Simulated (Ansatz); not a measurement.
# Resistivity from frozen vibrations: Au(111) with 4 thermally displaced layers, 2x2, part 2 of 2

Wanted: the phonon-limited resistivity of Au at 180 K by the Landauer route.

Ansatz 0.2.0; Ansatz plane-wave DFT, PBE, PAW files; ballistic transport by layer matching (Landauer), zero bias; PAW set soft_1.

So far. Step 3 (With 8 displaced layers): Over the solved energies the transmission per spin lies between 3.10 and 3.11, out of 3.21 channels of the lead on average (up to 3.21).

**4. With 12 displaced layers**

System of this step: Au(111) with 12 thermally displaced layers, 2x2. The cell holds 72 atoms: 72 Au. Cell: a = 5.768 Å, b = 5.768 Å, c = 42.382 Å, α = 90.0°, β = 90.0°, γ = 120.0°. It derives from Au. Regions: lead, 24 atoms (24 Au); scattering region, 48 atoms (48 Au). The structure is stacked along c, and the current runs across the ab planes.

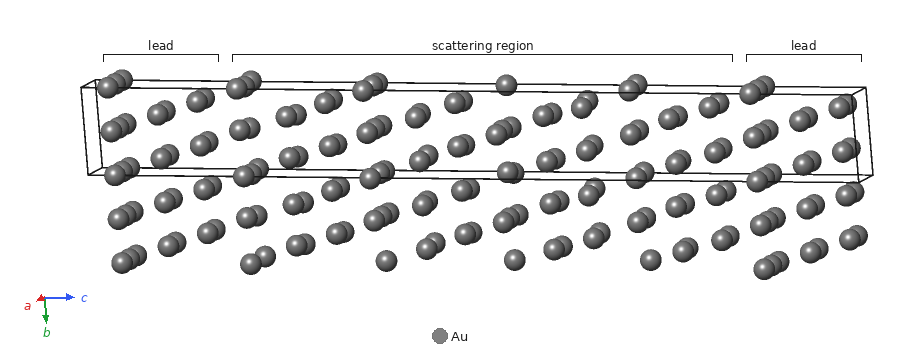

The cell of this step (gold grey). 1×2×1 cells are drawn. Some periodic images of atoms are drawn too.

Input file input.yaml:

```yaml
crystal:
  lattice:
    - [5.7675164607, 0.0, 0.0]
    - [-2.8837582304, 4.9948157718, 0.0]
    - [0.0, 0.0, 42.3824172358]
  atoms:
    - { symbol: Au, position: [0.0, 0.0, 0.0277777778] }
    - { symbol: Au, position: [0.0, 0.5, 0.0277777778] }
    - { symbol: Au, position: [0.5, 0.0, 0.0277777778] }
    - { symbol: Au, position: [0.5, 0.5, 0.0277777778] }
    - { symbol: Au, position: [0.1666666667, 0.3333333333, 0.0833333333] }
    - { symbol: Au, position: [0.1666666667, 0.8333333333, 0.0833333333] }
    - { symbol: Au, position: [0.6666666667, 0.3333333333, 0.0833333333] }
    - { symbol: Au, position: [0.6666666667, 0.8333333333, 0.0833333333] }
    - { symbol: Au, position: [0.3333333333, 0.1666666667, 0.1388888889] }
    - { symbol: Au, position: [0.3333333333, 0.6666666667, 0.1388888889] }
    - { symbol: Au, position: [0.8333333333, 0.1666666667, 0.1388888889] }
    - { symbol: Au, position: [0.8333333333, 0.6666666667, 0.1388888889] }
    - { symbol: Au, position: [0.9926345315, 0.9986897874, 0.1948641464] }
    - { symbol: Au, position: [0.9822321988, 0.472772395, 0.1943238727] }
    - { symbol: Au, position: [0.5104369826, 0.0153495535, 0.1954083518] }
    - { symbol: Au, position: [0.486989341, 0.4897557427, 0.1977982267] }
    - { symbol: Au, position: [0.18890226, 0.35925534, 0.2535520253] }
    - { symbol: Au, position: [0.1593654283, 0.8387863945, 0.2507642466] }
    - { symbol: Au, position: [0.6773612012, 0.3410033604, 0.2503370377] }
    - { symbol: Au, position: [0.6581679659, 0.8120671072, 0.2497241021] }
    - { symbol: Au, position: [0.325061599, 0.1684512931, 0.3047756638] }
    - { symbol: Au, position: [0.3467114891, 0.6782597781, 0.3060704706] }
    - { symbol: Au, position: [0.8378665851, 0.1679822243, 0.3048086052] }
    - { symbol: Au, position: [0.8278092762, 0.6596513444, 0.3062027385] }
    - { symbol: Au, position: [0.0042867643, 0.0082275345, 0.358894856] }
    - { symbol: Au, position: [0.0054845067, 0.4892048777, 0.3598862899] }
    - { symbol: Au, position: [0.4935927734, 0.9920259138, 0.3615967232] }
    - { symbol: Au, position: [0.4853934628, 0.4848627272, 0.3597002676] }
    - { symbol: Au, position: [0.18306169, 0.3339597611, 0.4147191649] }
    - { symbol: Au, position: [0.1557580028, 0.8113106314, 0.4196517576] }
    - { symbol: Au, position: [0.6513682814, 0.3401095488, 0.4175734628] }
    - { symbol: Au, position: [0.6510180456, 0.8375834156, 0.418330002] }
    - { symbol: Au, position: [0.3409118978, 0.1703610636, 0.4738053653] }
    - { symbol: Au, position: [0.3376865062, 0.6714283948, 0.4720108607] }
    - { symbol: Au, position: [0.8344156496, 0.1533424145, 0.4735429249] }
    - { symbol: Au, position: [0.8194210363, 0.6512296735, 0.4728314767] }
    - { symbol: Au, position: [0.0275573731, 0.0136114923, 0.5269176468] }
    - { symbol: Au, position: [0.0053421449, 0.4935711719, 0.5275709068] }
    - { symbol: Au, position: [0.4846985759, 0.9672023371, 0.5280974013] }
    - { symbol: Au, position: [0.4824439756, 0.4901290934, 0.5253184172] }
    - { symbol: Au, position: [0.1414018208, 0.3199824682, 0.584710473] }
    - { symbol: Au, position: [0.186910014, 0.8329765829, 0.5851544979] }
    - { symbol: Au, position: [0.6498999578, 0.306271471, 0.5835834021] }
    - { symbol: Au, position: [0.6690959625, 0.8272667397, 0.5838374592] }
    - { symbol: Au, position: [0.3342412274, 0.1544460868, 0.6364254521] }
    - { symbol: Au, position: [0.3291276167, 0.663679338, 0.6383006281] }
    - { symbol: Au, position: [0.8576465423, 0.1910904689, 0.6381938998] }
    - { symbol: Au, position: [0.8485589497, 0.6799845067, 0.6400784712] }
    - { symbol: Au, position: [0.0100850428, 0.9944906818, 0.6956784803] }
    - { symbol: Au, position: [0.0305028545, 0.5113749978, 0.6934104293] }
    - { symbol: Au, position: [0.5163829154, 0.0178675979, 0.6950599329] }
    - { symbol: Au, position: [0.5040143415, 0.5218406003, 0.6923597674] }
    - { symbol: Au, position: [0.1727229922, 0.333104386, 0.7480089029] }
    - { symbol: Au, position: [0.1840762149, 0.8382572977, 0.7480537194] }
    - { symbol: Au, position: [0.6709880182, 0.3272245063, 0.7468260489] }
    - { symbol: Au, position: [0.6600874606, 0.8370636128, 0.7510603858] }
    - { symbol: Au, position: [0.3356823975, 0.1673059275, 0.8063395236] }
    - { symbol: Au, position: [0.3390765117, 0.6833251584, 0.8058034976] }
    - { symbol: Au, position: [0.8407633217, 0.1743210787, 0.8037921424] }
    - { symbol: Au, position: [0.8354575649, 0.6883020147, 0.8061148681] }
    - { symbol: Au, position: [0.0, 0.0, 0.8611111111] }
    - { symbol: Au, position: [0.0, 0.5, 0.8611111111] }
    - { symbol: Au, position: [0.5, 0.0, 0.8611111111] }
    - { symbol: Au, position: [0.5, 0.5, 0.8611111111] }
    - { symbol: Au, position: [0.1666666667, 0.3333333333, 0.9166666667] }
    - { symbol: Au, position: [0.1666666667, 0.8333333333, 0.9166666667] }
    - { symbol: Au, position: [0.6666666667, 0.3333333333, 0.9166666667] }
    - { symbol: Au, position: [0.6666666667, 0.8333333333, 0.9166666667] }
    - { symbol: Au, position: [0.3333333333, 0.1666666667, 0.9722222222] }
    - { symbol: Au, position: [0.3333333333, 0.6666666667, 0.9722222222] }
    - { symbol: Au, position: [0.8333333333, 0.1666666667, 0.9722222222] }
    - { symbol: Au, position: [0.8333333333, 0.6666666667, 0.9722222222] }
kpoints:
  mp_grid: { grid: [5, 5, 1] }
hamiltonian:
  xc: pbe
  pseudopotentials: { kind: paw, azcp: { folder: soft_1 } }
scf:
  occupations: { method: fermi_dirac, width: 0.1 }
output:
  transmission:
    leads: [[0, 4]]
    kmesh: [10, 10]
    e_range: [-0.05, 0.05]
    de: 0.05
  write_potential: true
  write_density: true
  volumetric_format: npy
```

Command:

```sh
ansatz run input.yaml --threads 4 --pin off --max-ram 15360MiB --backend cpu --events-out ev --progress --plain --runs-dir out
```

Numbers of over 12 decimals in the logs are rounded to 6 here.

Log:

```text
[...]
Crystal: 72 atoms, lattice volume = 1220.939 Å³
Basis set: ecut = 420 eV, 23937 PW (Γ)
Bands: 821, of which v1, the nominal top of the filled ones, is band 684 counted from 1 (683 counted from 0)
Symmetry: 1 space group operations
[...]
k-points: 13 of 25 (time reversal used)
[...]
SCF iter   1: F=—  HF=-946900.432086 eV  |F-HF|=—  |Δ(HF+E_count)|=         —  Δρ=6.74e-2  dr2=6.10e1  ethr=3.10e-3  ⟨swp⟩=4.0  Hψ=31744  notcnv=0  defer=217
[...]
SCF iter  11: F=-946882.550041 eV  HF=-946882.550041 eV  |F-HF|=1.80e-8  |Δ(HF+E_count)|=   4.54e-9  Δρ=6.03e-7  dr2=2.14e-8  ethr=7.31e-12  ⟨swp⟩=8.7  Hψ=40585  notcnv=0
SCF 1 converged in 11 iterations: F = -946882.550041 eV  dr2 = 2.14e-8
[...]
transmission: 278 of 2756 steps passed
transmission: 552 of 2756 steps passed
[...]
transmission: 2756 of 2756 steps passed
SCF converged after 11 iterations
Free energy (F): -946882.550041 eV
[...]
Internal energy: -946881.753948 eV  (E = F + TS)
E sigma→0 (E₀):  -946882.151995 eV
Entropy (-TS):   -0.796093 eV (-11.057 meV/atom)
Fermi energy:    20.711474 eV
[...]
--- Band table (eV; the first three rows and the last of 13) ---
  k-point 0: bands = [... 680 lower, 20.9060, 21.3147, 21.3545, 21.3592, 21.3753, 21.3858, 21.4069, 21.6118, ... 133 higher]
  k-point 1: bands = [... 680 lower, 20.4426, 20.5558, 20.5643, 20.6990, 20.7070, 20.8107, 20.8227, 20.9257, ... 133 higher]
  k-point 2: bands = [... 680 lower, 20.4972, 20.5135, 20.5848, 20.5943, 20.7222, 20.7627, 20.7925, 20.8106, ... 133 higher]
  k-point 12: bands = [... 680 lower, 19.9470, 20.3392, 20.3525, 20.7451, 20.7636, 21.0274, 21.0384, 21.4737, ... 133 higher]
--- Transmission ---
  basis      : 253 plane waves across, 53 finite elements along
  points     : 52, standing for a mesh of 10 x 10
[...]
channels       : 3.210000e0 a spin
[...]
junction   : crystal 0 to crystal 0, 0.70 to 40.73 Å
    transmission   : 3.032810e0 a spin
[...]
```

It took 37 min on 4 threads of Arm Neoverse V2, shared host; peak memory 9.8 GiB; 2.4 h of CPU time.

Numbers from this step:

```yaml
free_energy: -946882.5500 eV
energy_at_zero_smearing: -946882.1520 eV
fermi_energy: 20.71 eV
transmission_per_spin_nearest_the_fermi_level: 3.033
step_of_the_lead_s_potential: 5.8 meV
```

Per spin. The transmission, zone mean by energy, zero at the Fermi level:

| energy (eV) | transmission, zone mean |
| --- | --- |
| -0.0500 | 3.02 |
| 0.0000 | 3.03 |
| 0.0500 | 3.04 |

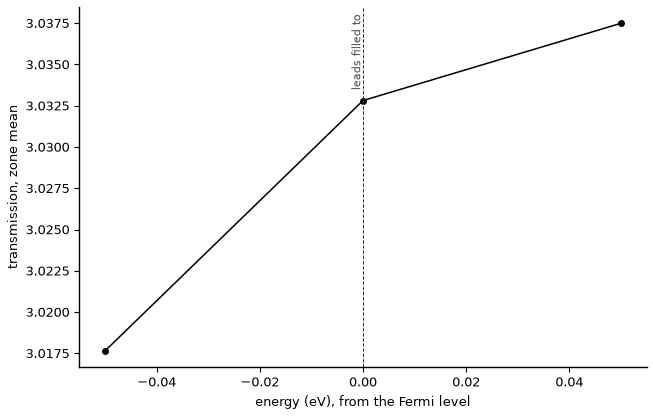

Transmission, zone mean, plotted against energy.

Over the solved energies the transmission per spin lies between 3.02 and 3.04, out of 3.21 channels of the lead on average (up to 3.21).

**5. Resistance against length**

This step: Ansatz plane-wave DFT, PBE, PAW files; ballistic transport by layer matching (Landauer), zero bias; resistivity from the slope of the area resistance; PAW set soft_1 (Ansatz 0.2.0).

This step gave:

| Property | Result |
| --- | --- |
| resistivity | 2.735 µΩ cm |
| intercept | -0.009211 fΩ m² |
| scatter about the fit | 0.001458 fΩ m² |

Resistance, by row:

| run | length (Å) | T | channels N | RA (fΩ m²) |
| --- | --- | --- | --- | --- |
| n4 | 9.418 | 3.162 | 3.21 | 0.01758 |
| n8 | 18.84 | 3.102 | 3.21 | 0.04024 |
| n12 | 28.25 | 3.029 | 3.21 | 0.06908 |

Table of area resistance by length of the displaced region:

| length of the displaced region (Å) | area resistance (fΩ m²) |
| --- | --- |
| 9.42 | 0.0176 |
| 18.84 | 0.0402 |
| 28.25 | 0.0691 |

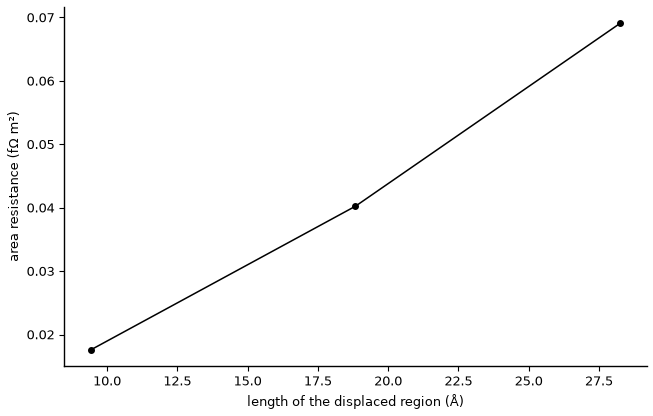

Area resistance against length of the displaced region.

The area resistance goes from 0.018 to 0.069 fΩ m² between 9.4 and 28.3 Å, a slope of 2.7 µΩ cm.

By hand from the end points: (0.06908 − 0.01758) fΩ m² / (28.25 − 9.42) Å = 2.7 µΩ cm, since 1 fΩ m² per Å is 1000 µΩ cm.

**6. What came out**

```yaml
resistivity_from_the_slope: 2.73 µΩ cm
area_resistance_over_9p42_a: 0.0176 fΩ m²
area_resistance_over_18p8_a: 0.0402 fΩ m²
area_resistance_over_28p3_a: 0.0691 fΩ m²
```

What this shows: The slope gives 2.7 µΩ cm. The points scatter by 0.0015 fΩ m² about the line, with one random draw a length in a 2x2 cell, so the slope is a rough value. The mean square of the displacements drawn is 0.75, 0.94 and 0.81 of the nominal one at the three lengths; with each resistance scaled back by that, the slope is 3.3 µΩ cm, the value used below. Read with a model of isotropic scattering on a spherical Fermi surface and the lead's 0.86×10¹⁵ S/m², this slope means a mean free path near 320 Å; over these lengths the model's slope is 1.21 times its bulk resistivity, which would be 2.7 µΩ cm. Uncorrelated displacements put too much weight on short waves, which scatter strongly; with the sideways repeat of a small cell, one draw and three short lengths, the method is good to a factor of two or three. Spin-orbit coupling is left out, which matters for Au.

[Logs are printed without paths, hosts, clocks, repeated set-up lines and the standing remarks that a program may print on its own settings, such as how far it seeks lower states.]

[Hosts, paths, dates, database ids (printed as entryN), source tags and the programs' standing remarks are cut or masked in the printed files.]
